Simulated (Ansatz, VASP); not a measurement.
# Cross-check of CaRhO3 between VASP and Ansatz

One calculation is typed for both programs; each brings its own data sets and cutoff. How far apart do they land?

Main program and level: Ansatz 0.2.0; plane waves, with VASP 6.6.1 beside it; single point at PBEsol, DFT+U.

## Step 1: The structure

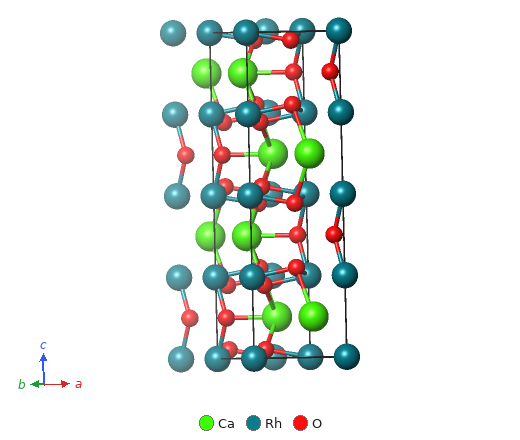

The cell as given, from a free direction (calcium green, rhodium blue, oxygen red). 1×2×1 cells are drawn. Bonds to atoms that aren't drawn are left out. Some periodic images of atoms are drawn too.

## Step 2: VASP: single point, PBEsol, DFT+U

With cell and atoms fixed, the geometry can't cause a difference; cores, projectors, grids and the points listed under the comparison can.

Lines of VASP's logs that name or quote its potential files are left out, and so is its time.

Contents of INCAR:

```
SYSTEM = CaRhO3
PREC = Normal
ENCUT = 480
EDIFF = 1E-06
NELM = 150
ISMEAR = -1
SIGMA = 0.05
LREAL = Auto
ALGO = Normal
GGA = PS
NBANDS = 106
ISPIN = 2
MAGMOM = 0 0 0 0 1 -1 1 -1 0 0 0 0 0 0 0 0 0 0 0 0
LDAU = .TRUE.
LDAUTYPE = 2
LDAUL = -1 2 -1
LDAUU = 0 2 0
LDAUJ = 0 0 0
LDAUPRINT = 1
LASPH = .TRUE.
LMAXMIX = 4
LORBIT = 11
LWAVE = .FALSE.
LCHARG = .FALSE.
KPAR = 4
AMIX = 0.2
BMIX = 1E-04
AMIX_MAG = 0.8
BMIX_MAG = 1E-04
```

Contents of POSCAR:

```
CaRhO3
1.0
    1.5565709103     -4.9009609359      0.0000000000
    1.5565709103      4.9009609359      0.0000000000
    0.0000000000      0.0000000000     14.5951721602
Ca Rh O
4 4 12
Direct
    0.7498370300      0.2501629700      0.1250000000
    0.7498370300      0.2501629700      0.6250000000
    0.2501629700      0.7498370300      0.3750000000
    0.2501629700      0.7498370300      0.8750000000
    0.0000000000      0.0000000000      0.2500000000
    0.0000000000      0.0000000000      0.7500000000
    0.0000000000      0.0000000000      0.0000000000
    0.0000000000      0.0000000000      0.5000000000
    0.0755089500      0.9244910500      0.1250000000
    0.0755089500      0.9244910500      0.6250000000
    0.9244910500      0.0755089500      0.3750000000
    0.9244910500      0.0755089500      0.8750000000
    0.3734113300      0.6265886700      0.2239022050
    0.3734113300      0.6265886700      0.7239022050
    0.6265886700      0.3734113300      0.2760977950
    0.6265886700      0.3734113300      0.7760977950
    0.3734113300      0.6265886700      0.0260977950
    0.3734113300      0.6265886700      0.5260977950
    0.6265886700      0.3734113300      0.4739022050
    0.6265886700      0.3734113300      0.9739022050
```

Contents of KPOINTS:

```
Automatic mesh
0
Gamma
8 8 2
0 0 0
```

The projector-augmented-wave data sets are Ca_sv, Rh_pv and O (PBE family, release 64).

Launch:

```sh
$ mpirun -np 4 vasp_std
```

Numbers of over 12 decimals in the logs are rounded to 6 here.

Output:

```text
[banner, memory and clock lines left out]
running    4 mpi-ranks, on    1 nodes
 distrk:  each k-point on    1 cores,    4 groups
 distr:  one band on    1 cores,    1 groups

 POSCAR found type information on POSCAR CaRhO
 POSCAR found :  3 types and      20 ions
|                                                                             |
|               ----> ADVICE to this user running VASP <----                  |
|                                                                             |
|     You enforced a specific xc type in the INCAR file but a different       |
|     [... a line on the potential file left out ...]
|     I HOPE YOU KNOW WHAT YOU ARE DOING!                                     |
|                                                                             |

 LDA part: xc-table for (Slater+PW92), standard interpolation
 POSCAR, INCAR and KPOINTS ok, starting setup
 FFT: planning ... GRIDC
 FFT: planning ... GRID_SOFT
 FFT: planning ... GRID
 WAVECAR not read
 entering main loop
       N       E                     dE             d eps       ncg     rms          rms(c)
DAV:   1     0.201838385458E+04    0.20184E+04   -0.91933E+04 18272   0.163E+03
DAV:   2     0.535713322920E+02   -0.19648E+04   -0.18736E+04 18886   0.510E+02
DAV:   3    -0.150247466570E+03   -0.20382E+03   -0.20019E+03 23296   0.155E+02
DAV:   4    -0.157668843124E+03   -0.74214E+01   -0.73844E+01 24304   0.278E+01
DAV:   5    -0.158097892176E+03   -0.42905E+00   -0.42871E+00 30296   0.503E+00    0.623E+01
DAV:   6    -0.131727065530E+03    0.26371E+02   -0.62621E+01 20144   0.347E+01    0.297E+01
DAV:   7    -0.132250757524E+03   -0.52369E+00   -0.96802E+00 19904   0.991E+00    0.267E+01
DAV:   8    -0.132279319555E+03   -0.28562E-01   -0.50629E-01 26064   0.278E+00    0.192E+01
DAV:   9    -0.132373876069E+03   -0.94557E-01   -0.22950E-01 20448   0.241E+00    0.838E+00
DAV:  10    -0.132380731878E+03   -0.68558E-02   -0.15286E-01 19528   0.204E+00    0.189E+00
DAV:  11    -0.132382405208E+03   -0.16733E-02   -0.25858E-02 21184   0.699E-01    0.112E+00
DAV:  12    -0.132382500700E+03   -0.95491E-04   -0.40456E-03 20272   0.253E-01    0.554E-01
DAV:  13    -0.132382025773E+03    0.47493E-03   -0.32768E-03 20288   0.256E-01    0.211E-01
DAV:  14    -0.132382080906E+03   -0.55133E-04   -0.80580E-04 21128   0.108E-01    0.131E-01
DAV:  15    -0.132382059535E+03    0.21371E-04   -0.31022E-04 20952   0.722E-02    0.760E-02
DAV:  16    -0.132382069588E+03   -0.10053E-04   -0.68457E-05 20392   0.308E-02    0.509E-02
DAV:  17    -0.132382067704E+03    0.18838E-05   -0.21348E-05 19304   0.176E-02    0.293E-02
DAV:  18    -0.132382068984E+03   -0.12795E-05   -0.63068E-06 18416   0.112E-02    0.112E-02
DAV:  19    -0.132382068615E+03    0.36861E-06   -0.22978E-06 13624   0.656E-03
   1 F= -.13238207E+03 E0= -.13235266E+03  d E =-.588092E-01  mag=     0.0000
```

OUTCAR, selected parts (step 2):

```text
ion  position               nearest neighbor table
   1  0.750  0.250  0.125-   9 2.31   9 2.31  13 2.44  13 2.44  17 2.44  17 2.44  20 2.51  15 2.51
                             7 3.06   5 3.06
   2  0.750  0.250  0.625-  10 2.31  10 2.31  14 2.44  14 2.44  18 2.44  18 2.44  19 2.51  16 2.51
                             8 3.06   6 3.06
   3  0.250  0.750  0.375-  11 2.31  11 2.31  19 2.44  15 2.44  15 2.44  19 2.44  18 2.51  13 2.51
                             8 3.06   5 3.06
   4  0.250  0.750  0.875-  12 2.31  12 2.31  20 2.44  16 2.44  16 2.44  20 2.44  17 2.51  14 2.51
                             7 3.06   6 3.06
   5  0.000  0.000  0.250-   9 1.97  11 1.97  15 2.03  13 2.03  15 2.03  13 2.03   1 3.06   3 3.06

  LATTYP: Found a base centered orthorhombic cell.
 ALAT       =     3.1131418206
 B/A-ratio  =     3.1485625894
 C/A-ratio  =     4.6882451881

 Subroutine GETGRP returns: Found  8 space group operations
 (whereof  4 operations were pure point group operations)

The static configuration has the point symmetry C_2h.
 The point group associated with its full space group is D_2h.

 Found     42 irreducible k-points:

   k-points           NKPTS =     42   k-points in BZ     NKDIM =     42   number of bands    NBANDS=    106

   dimension x,y,z NGX =    28 NGY =   28 NGZ =   80
   dimension x,y,z NGXF=    56 NGYF=   56 NGZF=  160

   ENCUT  =  480.0 eV  35.28 Ry    5.94 a.u.   9.19  9.19 26.07*2*pi/ulx,y,z

   NELECT =     172.0000    total number of electrons

 k-points in reciprocal lattice and weights: Automatic mesh
   0.00000000  0.00000000  0.00000000       0.008
   0.12500000  0.00000000  0.00000000       0.031
   0.25000000  0.00000000  0.00000000       0.031
   0.37500000  0.00000000  0.00000000       0.031
   0.50000000  0.00000000  0.00000000       0.016
   0.12500000  0.12500000  0.00000000       0.016
   0.25000000  0.12500000  0.00000000       0.031
   0.37500000  0.12500000  0.00000000       0.031
   0.50000000  0.12500000  0.00000000       0.031
[...]
-0.37500000  0.37500000  0.50000000       0.016
   0.50000000  0.50000000  0.50000000       0.008

atom =   5  type =  2  l = 2

 onsite density matrix

spin component  1

  0.5157  0.0000  0.0000  0.1351  0.0000
  0.0000  0.8146 -0.1757 -0.0000  0.0255
  0.0000 -0.1757  0.6231 -0.0000  0.0530
  0.1351 -0.0000 -0.0000  0.8902  0.0000
  0.0000  0.0255  0.0530  0.0000  0.9098

spin component  2

  0.4573  0.0000  0.0000  0.0130  0.0000
  0.0000  0.7519 -0.1376  0.0000  0.0507
  0.0000 -0.1376  0.5789 -0.0000  0.0311
  0.0130  0.0000 -0.0000  0.5282  0.0000
  0.0000  0.0507  0.0311  0.0000  0.8945

 occupancies and eigenvectors

  o =  0.4550  v =  0.0000  0.0000  0.0000  0.0000  0.0000  0.9846 -0.0000 -0.0000 -0.1746 -0.0000      0.0000  0.0000  0.0000  0.0000  0.0000  0.0000  0.0000  0.0000  0.0000  0.0000
  o =  0.4721  v = -0.9516  0.0000  0.0000  0.3075  0.0000  0.0000  0.0000  0.0000  0.0000  0.0000      0.0000  0.0000  0.0000  0.0000  0.0000  0.0000  0.0000  0.0000  0.0000  0.0000
  o =  0.4961  v =  0.0000  0.0000  0.0000  0.0000  0.0000  0.0000  0.4896  0.8623 -0.0000 -0.1297      0.0000  0.0000  0.0000  0.0000  0.0000  0.0000  0.0000  0.0000  0.0000  0.0000
  o =  0.5101  v =  0.0000 -0.5036 -0.8517 -0.0000  0.1450  0.0000  0.0000  0.0000  0.0000  0.0000      0.0000  0.0000  0.0000  0.0000  0.0000  0.0000  0.0000  0.0000  0.0000  0.0000
[...]
k-point     2 :       0.1250    0.0000    0.0000
  band No.  band energies     occupation
    ...
     83       4.6653      0.99999
     84       4.7659      0.99995
     85       5.0097      0.99311
     86       5.1503      0.89645
     87       5.2035      0.74915
     88       5.7187      0.00010
     89       7.4424      0.00000
     90       7.7685      0.00000
     91       7.8043      0.00000
     92       7.9469      0.00000
    ...

 k-point     3 :       0.2500    0.0000    0.0000
  band No.  band energies     occupation
    ...
     82       4.4837      1.00000
     83       4.5595      1.00000
     84       4.5635      1.00000
     85       4.8474      0.99973
     86       4.8526      0.99970
     87       5.3154      0.24155
     88       5.6915      0.00017
     89       7.3836      0.00000
     90       7.6206      0.00000
     91       7.6240      0.00000
    ...

 k-point     4 :       0.3750    0.0000    0.0000
  band No.  band energies     occupation
    ...
     82       4.1553      1.00000
     83       4.4210      1.00000
     84       4.4274      1.00000
     85       4.7506      0.99996
     86       4.7735      0.99994
     87       5.6324      0.00056
     88       5.8085      0.00002
     89       7.3672      0.00000
     90       7.4870      0.00000
     91       7.5444      0.00000
    ...

 k-point     5 :       0.5000    0.0000    0.0000
  band No.  band energies     occupation
    ...
     82       3.9051      1.00000
     83       4.3149      1.00000
     84       4.3337      1.00000
     85       4.8360      0.99979
     86       4.8393      0.99977
     87       5.7492      0.00005
     88       5.8853      0.00000
     89       7.3608      0.00000
     90       7.3943      0.00000
     91       7.5260      0.00000
    ...

 k-point     6 :       0.1250    0.1250    0.0000
  band No.  band energies     occupation
    ...
     82       4.4782      1.00000
     83       4.5377      1.00000
     84       4.5636      1.00000
     85       4.8267      0.99982
     86       4.8351      0.99979
     87       5.3218      0.21893
     88       5.6733      0.00025
     89       7.4014      0.00000
     90       7.6852      0.00000
     91       7.6936      0.00000
    ...

 spin component 2
 k-point     1 :       0.0000    0.0000    0.0000
  band No.  band energies     occupation
    ...
     81       4.0625      1.00000
     82       4.5916      1.00000
     83       4.7477      0.99996
     84       4.8877      0.99940
     85       4.9694      0.99691
     86       5.2652      0.46512
     87       5.3325      0.18465
     88       5.7576      0.00005
     89       7.4856      0.00000
     90       7.9629      0.00000
    ...

  Total       -5.1377788     -4.7983503     -6.3131940      0.0000000      0.0000000      0.0000000
  in kB      -36.9655027    -34.5233683    -45.4224282      0.0000000      0.0000000      0.0000000
  external PRESSURE =     -38.9704331 kB  Pullay stress =       0.0000000 kB

  energy-cutoff  :      480.00
  volume of cell :      222.68
      direct lattice vectors                 reciprocal lattice vectors
     1.556570910 -4.900960936  0.000000000     0.321218903 -0.102020809  0.000000000
     1.556570910  4.900960936  0.000000000     0.321218903  0.102020809  0.000000000
     0.000000000  0.000000000 14.595172160     0.000000000  0.000000000  0.068515807

 POSITION                                       TOTAL-FORCE (eV/Angst)
 -----------------------------------------------------------------------------------
      1.55657     -2.44888      1.82440         0.000000     -0.018977      0.000000
      1.55657     -2.44888      9.12198         0.000000     -0.018977      0.000000
      1.55657      2.44888      5.47319         0.000000     -0.028836     -0.000000
      1.55657      2.44888     12.77078         0.000000     -0.028836      0.000000
      0.00000      0.00000      3.64879         0.000000      0.014941     -0.019644
      0.00000      0.00000     10.94638         0.000000      0.014941     -0.019644
      0.00000      0.00000      0.00000         0.000000      0.014941      0.019644
      0.00000      0.00000      7.29759         0.000000      0.014941      0.019644
      1.55657      4.16083      1.82440         0.000000      0.114510      0.000000
      1.55657      4.16083      9.12198         0.000000      0.114510      0.000000
      1.55657     -4.16083      5.47319         0.000000     -0.012071      0.000000
      1.55657     -4.16083     12.77078         0.000000     -0.012071      0.000000
      1.55657      1.24081      3.26789         0.000000     -0.109766      0.018827
      1.55657      1.24081     10.56548         0.000000     -0.109766      0.018827
      1.55657     -1.24081      4.02969         0.000000      0.067512     -0.089366
      1.55657     -1.24081     11.32728         0.000000      0.067512     -0.089366
      1.55657      1.24081      0.38090         0.000000     -0.109766     -0.018827
      1.55657      1.24081      7.67849         0.000000     -0.109766     -0.018827
      1.55657     -1.24081      6.91668         0.000000      0.067512      0.089366
      1.55657     -1.24081     14.21427         0.000000      0.067512      0.089366
 -----------------------------------------------------------------------------------
    total drift:                                0.000000     -0.000069      0.000000

  FREE ENERGIE OF THE ION-ELECTRON SYSTEM (eV)
  ---------------------------------------------------
  free  energy   TOTEN  =      -132.3820686153 eV

  energy  without entropy=     -132.3232594143  energy(sigma->0) =     -132.35266401

 total charge
# of ion       s       p       d       tot
------------------------------------------
    1        2.033   5.870   0.294   8.197
    2        2.033   5.870   0.294   8.197
    3        2.032   5.870   0.295   8.198
    4        2.032   5.870   0.295   8.198
    5        0.376   6.390   6.913  13.679
    6        0.376   6.390   6.913  13.679
    7        0.376   6.390   6.913  13.679
    8        0.376   6.390   6.913  13.679
    9        1.563   3.426   0.000   4.989
   10        1.563   3.426   0.000   4.989
   11        1.562   3.432   0.000   4.993
   12        1.562   3.432   0.000   4.993
   13        1.561   3.397   0.000   4.958
   14        1.561   3.397   0.000   4.958
   15        1.561   3.399   0.000   4.960
   16        1.561   3.399   0.000   4.960
   17        1.561   3.397   0.000   4.958
   18        1.561   3.397   0.000   4.958
   19        1.561   3.399   0.000   4.960
   20        1.561   3.399   0.000   4.960
--------------------------------------------------
tot         28.372  89.936  28.833 147.141

 magnetization (x)
# of ion       s       p       d       tot
------------------------------------------
    1        0.003   0.003   0.001   0.007
    2       -0.003  -0.003  -0.001  -0.007
    3        0.000   0.000   0.000   0.000
    4        0.000   0.000   0.000   0.000
    5        0.002   0.002   0.542   0.546
    6       -0.002  -0.002  -0.542  -0.546
    7        0.002   0.002   0.542   0.546
    8       -0.002  -0.002  -0.542  -0.546
    9        0.003   0.152   0.000   0.154
   10       -0.003  -0.152   0.000  -0.154
   11        0.000   0.000   0.000   0.000
   12        0.000   0.000   0.000   0.000
   13        0.002   0.098   0.000   0.100
   14       -0.002  -0.098   0.000  -0.100
   15        0.001   0.076   0.000   0.077
   16       -0.001  -0.076   0.000  -0.077
   17        0.002   0.098   0.000   0.100
   18       -0.002  -0.098   0.000  -0.100
   19       -0.001  -0.076   0.000  -0.077
   20        0.001   0.076   0.000   0.077
--------------------------------------------------
tot          0.000   0.000   0.000   0.000
```

The run ends at a pressure of -3.90 GPa, with forces up to 0.11 eV/Å.

(Continued in part 2 of 2.)

[Lines on the potential files, build, host, timing and source positions are cut from VASP's logs without a mark.]

[Logs are printed without paths, hosts, clocks, repeated set-up lines and the standing remarks that a program may print on its own settings, such as how far it seeks lower states.]

[Hosts, paths, dates, database ids (printed as entryN), source tags and the programs' standing remarks are cut or masked in the printed files.]
